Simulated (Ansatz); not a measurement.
# 64-atom supercell of diamond Si with displaced atoms, uniform strain +0.5 %, part 2 of 3

Ansatz 0.2.0, PAW. Earlier steps stand in the parts before.

### 3 HSE06 on the same atoms

in.yaml reads:

```yaml
crystal:
  lattice:
    - [10.919907, 0.000000, 0.000000]
    - [0.000000, 10.919907, 0.000000]
    - [0.000000, 0.000000, 10.919907]
  atoms:
    - { symbol: Si, position: [0.008865, 0.008038, 0.004789] }
    - { symbol: Si, position: [0.993043, 0.999716, 0.502570] }
    - { symbol: Si, position: [0.991652, 0.499759, 0.001963] }
    - { symbol: Si, position: [0.991797, 0.503634, 0.508076] }
    - { symbol: Si, position: [0.493248, 0.991309, 0.996703] }
    - { symbol: Si, position: [0.501580, 0.000283, 0.497945] }
    - { symbol: Si, position: [0.487876, 0.522398, 0.002502] }
    - { symbol: Si, position: [0.505655, 0.491909, 0.500824] }
    - { symbol: Si, position: [0.120195, 0.126337, 0.126233] }
    - { symbol: Si, position: [0.133217, 0.125942, 0.630498] }
    - { symbol: Si, position: [0.133116, 0.616723, 0.130165] }
    - { symbol: Si, position: [0.121888, 0.627692, 0.621100] }
    - { symbol: Si, position: [0.621312, 0.126071, 0.124361] }
    - { symbol: Si, position: [0.622785, 0.125268, 0.632695] }
    - { symbol: Si, position: [0.622170, 0.624085, 0.128164] }
    - { symbol: Si, position: [0.620655, 0.622404, 0.617619] }
    - { symbol: Si, position: [0.243384, 0.255691, 0.998299] }
    - { symbol: Si, position: [0.260698, 0.252049, 0.496749] }
    - { symbol: Si, position: [0.244021, 0.746055, 0.997233] }
    - { symbol: Si, position: [0.248721, 0.752800, 0.507112] }
    - { symbol: Si, position: [0.763398, 0.240037, 0.000776] }
    - { symbol: Si, position: [0.748102, 0.243240, 0.492807] }
    - { symbol: Si, position: [0.746465, 0.755053, 0.999217] }
    - { symbol: Si, position: [0.739297, 0.754255, 0.506329] }
    - { symbol: Si, position: [0.369042, 0.373104, 0.117482] }
    - { symbol: Si, position: [0.374060, 0.370029, 0.620061] }
    - { symbol: Si, position: [0.373861, 0.883247, 0.113372] }
    - { symbol: Si, position: [0.383205, 0.875207, 0.624138] }
    - { symbol: Si, position: [0.875203, 0.375161, 0.123641] }
    - { symbol: Si, position: [0.879477, 0.373034, 0.615731] }
    - { symbol: Si, position: [0.866661, 0.884252, 0.127341] }
    - { symbol: Si, position: [0.865842, 0.886814, 0.634044] }
    - { symbol: Si, position: [0.246798, 0.995856, 0.256613] }
    - { symbol: Si, position: [0.255265, 0.004754, 0.751373] }
    - { symbol: Si, position: [0.243308, 0.501928, 0.258656] }
    - { symbol: Si, position: [0.255858, 0.500617, 0.739108] }
    - { symbol: Si, position: [0.752776, 0.005601, 0.252130] }
    - { symbol: Si, position: [0.750935, 0.996676, 0.750665] }
    - { symbol: Si, position: [0.747642, 0.501111, 0.246648] }
    - { symbol: Si, position: [0.748141, 0.491351, 0.750080] }
    - { symbol: Si, position: [0.380743, 0.114724, 0.382765] }
    - { symbol: Si, position: [0.377335, 0.123662, 0.869267] }
    - { symbol: Si, position: [0.371875, 0.635075, 0.371166] }
    - { symbol: Si, position: [0.369577, 0.624120, 0.873273] }
    - { symbol: Si, position: [0.874761, 0.117787, 0.372193] }
    - { symbol: Si, position: [0.882519, 0.125626, 0.866161] }
    - { symbol: Si, position: [0.890259, 0.629279, 0.372278] }
    - { symbol: Si, position: [0.878514, 0.614258, 0.873803] }
    - { symbol: Si, position: [0.001263, 0.248291, 0.245261] }
    - { symbol: Si, position: [0.995695, 0.246361, 0.751285] }
    - { symbol: Si, position: [0.997623, 0.756302, 0.256432] }
    - { symbol: Si, position: [0.010161, 0.745702, 0.749355] }
    - { symbol: Si, position: [0.497640, 0.253674, 0.253857] }
    - { symbol: Si, position: [0.503159, 0.253212, 0.756307] }
    - { symbol: Si, position: [0.504669, 0.755225, 0.255113] }
    - { symbol: Si, position: [0.499789, 0.745180, 0.755673] }
    - { symbol: Si, position: [0.131382, 0.367865, 0.369506] }
    - { symbol: Si, position: [0.119028, 0.380402, 0.874188] }
    - { symbol: Si, position: [0.124418, 0.867187, 0.378970] }
    - { symbol: Si, position: [0.117027, 0.876277, 0.871175] }
    - { symbol: Si, position: [0.626809, 0.370088, 0.373943] }
    - { symbol: Si, position: [0.627161, 0.380110, 0.867562] }
    - { symbol: Si, position: [0.626601, 0.875224, 0.373543] }
    - { symbol: Si, position: [0.620942, 0.876611, 0.873463] }
  symmetry: { detect: false }
kpoints:
  mp_grid: { grid: [1, 1, 1], shift: [0.25, 0.25, 0.25] }
hamiltonian:
  xc: hse06
scf:
  occupations: { method: fermi_dirac, width: 0.01 }
output:
  forces: true
  eigenvalues: true
  populations: true
  eigenstates: { kpoints: [[0.25, 0.25, 0.25]], e_range: [-6.0, 6.0], localisation: true }
```

Run with:

```bash
ansatz run in.yaml --threads 2 --pin off --max-ram 30400MiB --runs-dir r --events-out ev --progress --plain --backend cuda --devices 0, --max-vram 18GiB
```

The log of the run:

```text
Pseudopotentials: kind: paw
Functional definition: HSE06
  parameter a = 0.25
  parameter omega = 0.11/bohr
  exchange = pbe_x - a*pbe_x_sr(omega) + a*exact_x_sr(omega)
  correlation = pbe_c
Crystal: 64 atoms, lattice volume = 1302.137 Å³
Basis set: ecut = 420 eV, 25413 PW (Γ), exchange–correlation on 150×150×150 points (8 copies of the dense FFT grid, shifted against one another)
Bands: 192, of which v1, the nominal top of the filled ones, is band 128 counted from 1 (127 counted from 0)
Symmetry: 1 space group operations
k-points: 1
Non-local potential: Si, projectors of the file, l = 0: 2, l = 1: 2, l = 2: 2
PAW form: soft (Blöchl's): semilocal exchange-correlation on the pseudo side does not see the compensation charge
PAW frozen core: Si, regenerated for the run's functional, and the local potential with it (the file was generated under x = pbe(κ = 0.804, μ = 0.2195149727645171), c = pbe(β = 0.06672455060314922))
PAW one-centre angular grid: Si, 110 points (default); XC on 64 Gauss nodes
Initial density: superposition of atomic densities (neutral atoms: chi_scale 0, normalization atom), corrected by the library's trained network
Initial wavefunctions: pseudopotential atomic-orbital guess
Functional: x = pbe(κ = 0.804, μ = 0.2195149727645171), c = pbe(β = 0.06672455060314922), warm-up for x = pbe(κ = 0.804, μ = 0.2195149727645171) + 0.25 (exact − pbe) at short range (hse, ω = 0.20786987370883472 Å⁻¹), c = pbe(β = 0.06672455060314922); HSE06 as pw.x's `hse` composes it (authors' and Libxc's form: `xc: wpbeh`)
SCF iter   1: F=—  HF=-40686.529862 eV  |F-HF|=—  |Δ(HF+E_count)|=         —  Δρ=2.79e-3  dr2=9.26e-2  ethr=1.77e-3  ⟨swp⟩=14.0  Hψ=1144  notcnv=0
preconditioner: auto → none  [insulator: Δε(μ)=0.871 eV  Ē_g=7.761 eV  σ=0.010 eV  W_gap=1.00  n_scr=202 (ndim 8)  ℏωp=16.5 eV  f_vac=0.000  D(μ)=0.00/eV (n_scr^D=0)]
SCF iter   2: F=—  HF=-40686.532421 eV  |F-HF|=—  |Δ(HF+E_count)|=   2.56e-3  Δρ=1.30e-3  dr2=1.76e-2  ethr=3.62e-5  ⟨swp⟩=6.0  Hψ=539  notcnv=0
SCF iter   3: F=—  HF=-40686.535140 eV  |F-HF|=—  |Δ(HF+E_count)|=   2.72e-3  Δρ=3.55e-4  dr2=9.17e-3  ethr=6.88e-6  ⟨swp⟩=7.0  Hψ=551  notcnv=0  defer=1
iter 4 solved again at ethr=7.55e-8 eV; its pass at ethr=3.58e-6 eV (dr2=1.93e-4 eV) is discarded
SCF iter   4: F=—  HF=-40686.533518 eV  |F-HF|=—  |Δ(HF+E_count)|=   1.62e-3  Δρ=7.65e-5  dr2=2.12e-4  ethr=7.55e-8  ⟨swp⟩=4.0  Hψ=922  notcnv=0
SCF iter   5: F=-40686.533499 eV  HF=-40686.533504 eV  |F-HF|=5.45e-6  |Δ(HF+E_count)|=   1.33e-5  Δρ=2.23e-5  dr2=1.54e-5  ethr=7.55e-8  ⟨swp⟩=3.0  Hψ=370  notcnv=0
SCF 1 stopped early in 5 iterations: F = -40686.533499 eV  dr2 = 1.54e-5
Initial density: handed on by an earlier stage of this run
Initial wavefunctions: those handed on with the density
Functional: x = pbe(κ = 0.804, μ = 0.2195149727645171) + 0.25 (exact − pbe) at short range (hse, ω = 0.20786987370883472 Å⁻¹), c = pbe(β = 0.06672455060314922); HSE06 as pw.x's `hse` composes it (authors' and Libxc's form: `xc: wpbeh`)
Exchange kernel: α = 0.2500, screened, ω = 0.2079 Å⁻¹, Wigner–Seitz truncation, v(0) = 945.1829 eV·Å³, q-mesh 1×1×1, nearest image of the exchange supercell L = 10.92 Å, pair-density grid 40×40×40, without the augmentation charges, whose exchange is taken in its separable form (sized by the pseudopotential files, 75×75×75 at the most)
Frozen-core exchange: fock
SCF iter   1: F=—  HF=-40717.429112 eV  |F-HF|=—  |Δ(HF+E_count)|=         —  Δρ=2.99e-3  dr2=9.47e-2  ethr=6.02e-8  ⟨swp⟩=13.0  Hψ=1371  notcnv=0
preconditioner: auto → none  [insulator: Δε(μ)=1.416 eV  Ē_g=8.994 eV  σ=0.010 eV  W_gap=1.00  n_scr=202 (ndim 8)  ℏωp=16.5 eV  f_vac=0.000  D(μ)=0.00/eV (n_scr^D=0)]
SCF iter   2: F=—  HF=-40717.391300 eV  |F-HF|=—  |Δ(HF+E_count)|=   3.78e-2  Δρ=1.37e-3  dr2=2.73e-2  ethr=6.02e-8  ⟨swp⟩=5.0  Hψ=720  notcnv=0
SCF iter   3: F=—  HF=-40717.488698 eV  |F-HF|=—  |Δ(HF+E_count)|=   9.74e-2  Δρ=5.77e-4  dr2=7.38e-3  ethr=6.02e-8  ⟨swp⟩=6.0  Hψ=911  notcnv=0
SCF iter   4: F=—  HF=-40717.490878 eV  |F-HF|=—  |Δ(HF+E_count)|=   2.18e-3  Δρ=3.52e-4  dr2=2.27e-2  ethr=6.02e-8  ⟨swp⟩=5.0  Hψ=832  notcnv=0  recentre
SCF iter   5: F=—  HF=-40717.487182 eV  |F-HF|=—  |Δ(HF+E_count)|=   3.70e-3  Δρ=1.86e-4  dr2=2.26e-3  ethr=6.02e-8  ⟨swp⟩=5.0  Hψ=778  notcnv=0
SCF iter   6: F=—  HF=-40717.486846 eV  |F-HF|=—  |Δ(HF+E_count)|=   3.36e-4  Δρ=5.40e-5  dr2=4.58e-4  ethr=6.02e-8  ⟨swp⟩=4.0  Hψ=434  notcnv=0
SCF iter   7: F=—  HF=-40717.489811 eV  |F-HF|=—  |Δ(HF+E_count)|=   2.96e-3  Δρ=1.10e-4  dr2=1.63e-4  ethr=5.02e-8  ⟨swp⟩=5.0  Hψ=642  notcnv=0
SCF iter   8: F=-40717.489753 eV  HF=-40717.489753 eV  |F-HF|=8.75e-7  |Δ(HF+E_count)|=   5.74e-5  Δρ=1.22e-5  dr2=9.74e-6  ethr=5.02e-8  ⟨swp⟩=3.0  Hψ=325  notcnv=0
SCF 2 stopped early in 8 iterations: F = -40717.489753 eV  dr2 = 9.74e-6
  Residual-converged pass: ⟨swp⟩=4.0  Hψ=576  notcnv=0  max |occ|·‖R‖ = 5.9e-6 eV (tolerance 6.7e-6 eV)  dr2=9.45e-6  dr2_onsite=1.20e-8  max |Δocc| = 0.0e0
hybrid outer 1: dexx = +1.235e-1 eV, tail = 5.33e-5 eV
SCF iter   1: F=—  HF=-40717.488239 eV  |F-HF|=—  |Δ(HF+E_count)|=         —  Δρ=1.29e-5  dr2=5.19e-6  ethr=1.04e-7  ⟨swp⟩=7.0  Hψ=539  notcnv=0
preconditioner: auto → none  [insulator: Δε(μ)=1.451 eV  Ē_g=9.010 eV  σ=0.010 eV  W_gap=1.00  n_scr=202 (ndim 8)  ℏωp=16.5 eV  f_vac=0.000  D(μ)=0.00/eV (n_scr^D=0)]
SCF iter   2: F=—  HF=-40717.488238 eV  |F-HF|=—  |Δ(HF+E_count)|=   1.03e-6  Δρ=2.27e-6  dr2=6.30e-7  ethr=1.72e-9  ⟨swp⟩=3.0  Hψ=394  notcnv=0
SCF iter   3: F=—  HF=-40717.488239 eV  |F-HF|=—  |Δ(HF+E_count)|=   1.51e-6  Δρ=3.15e-6  dr2=1.63e-7  ethr=1.60e-10  ⟨swp⟩=6.0  Hψ=566  notcnv=0
SCF iter   4: F=—  HF=-40717.488239 eV  |F-HF|=—  |Δ(HF+E_count)|=   4.38e-8  Δρ=9.51e-7  dr2=1.79e-8  ethr=5.65e-11  ⟨swp⟩=3.0  Hψ=362  notcnv=0
SCF iter   5: F=-40717.488239 eV  HF=-40717.488239 eV  |F-HF|=1.62e-8  |Δ(HF+E_count)|=   7.88e-8  Δρ=5.43e-7  dr2=1.88e-8  ethr=3.39e-12  ⟨swp⟩=7.0  Hψ=644  notcnv=0
SCF 3 converged in 5 iterations: F = -40717.488239 eV  dr2 = 1.88e-8
  Residual-converged pass: ⟨swp⟩=2.0  Hψ=258  notcnv=0  max |occ|·‖R‖ = 2.5e-6 eV (tolerance 2.7e-6 eV)  dr2=1.88e-8  dr2_onsite=8.39e-11  max |Δocc| = 0.0e0
[... from here the SCF cycle lines were not kept, up to the last twenty ...]
hybrid outer 2: dexx = +2.029e-6 eV, tail = 3.83e-8 eV, Δε = 2.86e-4 eV (about 1.21e-5 eV left of the loop's levels), ΔF = 1.33e-3 eV/Å (tail 3.53e-4)
NSCF: frozen V_eff on 1 k-points
hybrid SCF converged: 2 outer / 13 inner (+5 warm-up), last move |dexx| = 2.03e-6 eV, tail = 3.83e-8 eV
Stability not checked: this state was not tested for a lower state beside it, because the functional holds exact exchange (a hybrid, or Hartree-Fock), whose exchange loop this test does not read (fock_operator; see scf.lower_state_search)
Free energy (F): -40717.488239 eV
Harris-Foulkes:  -40717.488239 eV  (|F-HF|=1.62e-8)
Internal energy: -40717.488239 eV  (E = F + TS)
E sigma→0 (E₀):  -40717.488239 eV
Fermi energy:    6.419496 eV
--- Per-component energies (eV) ---
  E_band       = 45.368058
  E_kinetic    = 2577.319410
  E_local      = -1780.558410  (includes V_loc(G=0)·N_el)
  E_nonlocal   = 1620.051945
  E_hartree    = 492.919952
  E_xc         = -2876.005058
  E_vxc        = -2439.185353  (∫ρ·V_xc dr)
  E_exx        = -355.666601  (= α·E_x^exact, valence–valence)
  E_paw        = -33136.135835  (= ΣΔE_a)
  E_vpaw       = -206.765546  (= ΣTr[D̂ρ^β])
  E_aug_tail   = 0.000392  (compensation charges beyond the density's cutoff)
  E_ewald      = -7255.630588
  E_core_change = -3.783445  (= ΣΔE_core)
  E_smearing   = -0.000000  (= −TS)
  E_closure    = -0.000000  (closes the sum)
  Σ components = -40717.488239   (vs F -40717.488239, Δ=0.00e0)
--- Forces (eV/Å), atoms counted from 1 ---
  atom   1  Si    -1.78270857    -1.32294099    -1.18203409
  atom   2  Si     1.21819905    -0.05035582     0.27080868
  atom   3  Si     1.62229020    -0.04359650     0.48111635
  atom   4  Si     1.90869638    -0.37336453    -1.80939614
  atom   5  Si     1.36843361     2.28173015    -0.75208773
  atom   6  Si     1.17968449    -0.79363542     1.02052206
  atom   7  Si     1.30562577    -2.93704408     0.10221722
  atom   8  Si    -1.19094664     0.73272614    -0.89039583
  atom   9  Si     1.93914229     0.31541014     0.55216776
  atom  10  Si    -0.86838418     0.44821203    -1.02456251
  atom  11  Si    -2.08911826     1.41593947    -0.65388996
  atom  12  Si     1.00938520    -0.68958086     0.14200976
  atom  13  Si     0.17862429    -0.20328937    -0.09321426
  atom  14  Si     0.43333786     0.02239447    -0.82555504
  atom  15  Si     0.28141184     1.12361734    -0.11024489
  atom  16  Si     0.31343553    -0.25720201     1.69033059
  atom  17  Si     0.16665542    -1.10539135    -0.56687780
  atom  18  Si    -1.25427539    -1.29039011    -0.09575691
  atom  19  Si     0.05471522     0.56858895     0.04646896
  atom  20  Si     0.53193750    -0.13080124    -0.53733594
  atom  21  Si    -1.60129443     0.95006823    -0.54025945
  atom  22  Si     0.30786505    -0.00476594     0.82675796
  atom  23  Si     0.45710705    -0.87593303    -0.03093171
  atom  24  Si     1.88488270    -0.16787020    -0.75311794
  atom  25  Si     0.42799343     1.19148476     1.28089827
  atom  26  Si     1.24480486     0.47365319     0.82628937
  atom  27  Si    -1.22803885    -2.14746407     2.30209541
  atom  28  Si    -0.65529546     0.01698942     0.67977761
  atom  29  Si    -0.34640677    -0.29766661     0.46273672
  atom  30  Si    -1.56276004    -1.06801233     1.35928414
  atom  31  Si     1.31120109    -0.71169244    -0.55827261
  atom  32  Si     1.80977051    -2.81736309    -1.54937612
  atom  33  Si     0.21129798     0.42425308    -0.78676689
  atom  34  Si    -0.33195350    -1.45386409    -0.40149268
  atom  35  Si     1.84539555    -0.63411764    -0.76601484
  atom  36  Si    -1.21676322    -0.19376889     0.71329407
  atom  37  Si    -1.60721035    -0.47649473    -0.46732033
  atom  38  Si    -1.44092418     1.65878442     1.47583756
  atom  39  Si     0.73943929    -0.24203968     0.70716592
  atom  40  Si     0.98536646     1.25782464    -1.80733707
  atom  41  Si    -0.94145000     1.47325266    -1.51851576
  atom  42  Si    -0.18870696     0.83415064     1.44977547
  atom  43  Si     0.44043622    -1.08110792     1.07640575
  atom  44  Si    -0.73979131     0.92530368    -0.72842394
  atom  45  Si     0.73394600     1.34254475     0.35895486
  atom  46  Si    -0.87152461    -1.31105952     1.55710872
  atom  47  Si    -2.98860371    -0.47352765     1.05737878
  atom  48  Si    -0.94087002     1.77172035    -0.39143503
  atom  49  Si    -0.75998488     0.26081455     0.78325367
  atom  50  Si     1.57100975     1.34490970    -1.44094322
  atom  51  Si     0.84470561    -0.06109025    -2.21252428
  atom  52  Si    -2.36247841     0.55280035     0.12781073
  atom  53  Si    -0.41446563    -0.71393484    -0.86023910
  atom  54  Si    -0.60599496    -0.09743288    -0.85172743
  atom  55  Si    -0.97431580     0.10141805    -1.47802622
  atom  56  Si     0.08688015     0.09908712    -1.03181508
  atom  57  Si    -1.29410395     0.43724509     1.43687934
  atom  58  Si     0.28689304    -0.01022927    -0.50540241
  atom  59  Si    -0.23623764     1.14977915     0.57486204
  atom  60  Si     1.39273418     0.35943839     0.83050756
  atom  61  Si     0.25367457     0.65189682    -0.22561964
  atom  62  Si    -0.62542903    -0.53672739     2.78240006
  atom  63  Si     0.30226794     0.81899737     0.39974675
  atom  64  Si     0.47077359    -0.43127705     0.07204457
  max |Σ_I F_I| component: 1.71e-5 eV/Å
--- Band table (eV) ---
  k-point 0: bands = ["-7.2833", "-6.7778", "-6.7054", "-6.6357", "-6.2312", "-6.1315", "-6.0827", "-5.7019", "-5.6199", "-5.5317", "-5.4737", "-5.2330", "-5.1777", "-5.0787", "-5.0531", "-4.9999", "-4.9578", "-4.9359", "-4.8717", "-4.7300", "-4.3789", "-4.2777", "-4.1796", "-3.9741", "-3.8767", "-3.8115", "-3.7752", "-3.7156", "-3.6733", "-3.6434", "-3.5648", "-3.4806", "-2.2067", "-2.0814", "-2.0623", "-1.9844", "-1.9457", "-1.8863", "-1.8386", "-1.7976", "-1.7749", "-1.7015", "-1.6690", "-1.5894", "-1.5333", "-1.4729", "-1.3833", "-0.8902", "-0.8300", "-0.7394", "-0.6596", "-0.6188", "-0.5859", "-0.4438", "0.1632", "0.2123", "0.3619", "0.5890", "0.6526", "0.7778", "1.2266", "1.2752", "1.3154", "1.3361", "1.3692", "1.3919", "1.4298", "1.4598", "1.5270", "1.9098", "1.9548", "2.0013", "2.0589", "2.0783", "2.1203", "2.1660", "2.1907", "2.2240", "2.2700", "2.3195", "2.3666", "2.4460", "2.4922", "2.5224", "2.5729", "2.5975", "2.6871", "2.7360", "2.7761", "2.8295", "2.8494", "2.9326", "2.9950", "3.1342", "3.1352", "3.2122", "3.2690", "3.2865", "3.3023", "3.3684", "3.4167", "3.4526", "3.4918", "3.5435", "3.5943", "3.6424", "3.6754", "3.7128", "3.7544", "3.7932", "3.8593", "3.9793", "4.0437", "4.1004", "4.1864", "4.2553", "4.3097", "4.3781", "4.4172", "4.4829", "4.5421", "4.6198", "4.6763", "4.9010", "4.9916", "5.1040", "5.4318", "5.6940", "7.1451", "7.1882", "7.2304", "7.5805", "7.6286", "7.7321", "7.9661", "8.0847", "8.1313", "8.1680", "8.2541", "8.2775", "8.3553", "8.3872", "8.4540", "8.4762", "8.4878", "8.5480", "8.5955", "8.6349", "8.6559", "8.7004", "8.7412", "8.7542", "8.8339", "8.9365", "9.0145", "9.0704", "9.0840", "9.1162", "9.1758", "9.2151", "9.2484", "9.2546", "9.3036", "9.3502", "9.3969", "9.4281", "9.4696", "9.5499", "9.7699", "9.8222", "9.8570", "9.8778", "9.9032", "9.9514", "9.9939", "10.0063", "10.0297", "10.0440", "10.1107", "10.1272", "10.1741", "10.2281", "10.2417", "10.2667", "10.3085", "10.3653", "10.4198", "10.4693", "10.5327", "10.5838", "10.6135", "10.6594"]
--- Löwdin populations: 64 sites ---
  site symbol       q [e]
     0     Si      3.9562
     1     Si      3.9664
     2     Si      3.9619
     3     Si      3.9529
     4     Si      3.9518
     5     Si      3.9603
     6     Si      3.9543
     7     Si      3.9680
     8     Si      3.9570
     9     Si      3.9669
    10     Si      3.9648
    11     Si      3.9489
    12     Si      3.9641
    13     Si      3.9590
    14     Si      3.9496
    15     Si      3.9599
    16     Si      3.9670
    17     Si      3.9557
    18     Si      3.9665
    19     Si      3.9619
    20     Si      3.9669
    21     Si      3.9603
    22     Si      3.9688
    23     Si      3.9782
    24     Si      3.9695
    25     Si      3.9584
    26     Si      3.9688
    27     Si      3.9657
    28     Si      3.9596
    29     Si      3.9619
    30     Si      3.9578
    31     Si      3.9634
    32     Si      3.9536
    33     Si      3.9641
    34     Si      3.9634
    35     Si      3.9517
    36     Si      3.9631
    37     Si      3.9498
    38     Si      3.9571
    39     Si      3.9636
    40     Si      3.9533
    41     Si      3.9616
    42     Si      3.9685
    43     Si      3.9520
    44     Si      3.9564
    45     Si      3.9595
    46     Si      3.9513
    47     Si      3.9571
    48     Si      3.9542
    49     Si      3.9596
    50     Si      3.9720
    51     Si      3.9542
    52     Si      3.9621
    53     Si      3.9509
    54     Si      3.9662
    55     Si      3.9622
    56     Si      3.9612
    57     Si      3.9692
    58     Si      3.9572
    59     Si      3.9569
    60     Si      3.9535
    61     Si      3.9857
    62     Si      3.9599
    63     Si      3.9507
  spilling = 0.009869 (of n_electrons = 256.000000)
```

Wall time 53 s (1 × NVIDIA H100 80GB HBM3 with 2 threads of AMD EPYC 7R13, shared host); peak host memory 2.8 GiB.

At the single k point (¼, ¼, ¼) the filled levels end at 5.694 eV and the empty ones begin at 7.145 eV, a spacing of 1.45 eV.

The states next to the gap (eigenstates.tsv), from the top filled level:

| level (eV) | spin | filling | atoms sharing it | main element | its share | largest atom |
| --- | --- | --- | --- | --- | --- | --- |
| -0.26 | both | 2.00 | 61.0 | Si | 1.00 | – |
| 0.00 | both | 2.00 | 52.7 | Si | 1.00 | – |
| 1.45 | both | 0.00 | 62.5 | Si | 1.00 | – |
| 1.49 | both | 0.00 | 61.9 | Si | 1.00 | – |
| 1.54 | both | 0.00 | 60.4 | Si | 1.00 | – |
| 1.89 | both | 0.00 | 61.7 | Si | 1.00 | – |
| 1.93 | both | 0.00 | 62.9 | Si | 1.00 | – |
| 2.04 | both | 0.00 | 61.6 | Si | 1.00 | – |

Forces on the displaced atoms, rms: Si 1.87 eV/Å; the largest is 3.69 eV/Å.

Against PBEsol, the force components have a slope of 1.075 and differ by 0.078 eV/Å rms.

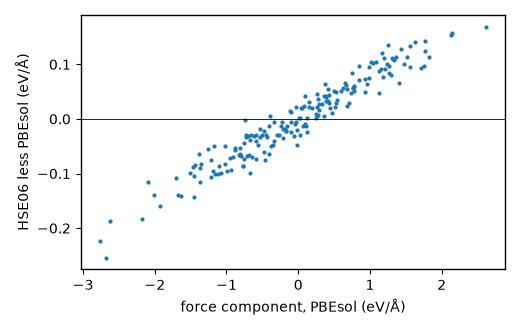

Change of each force component from PBEsol to HSE06.

[end of part 2 of 3]
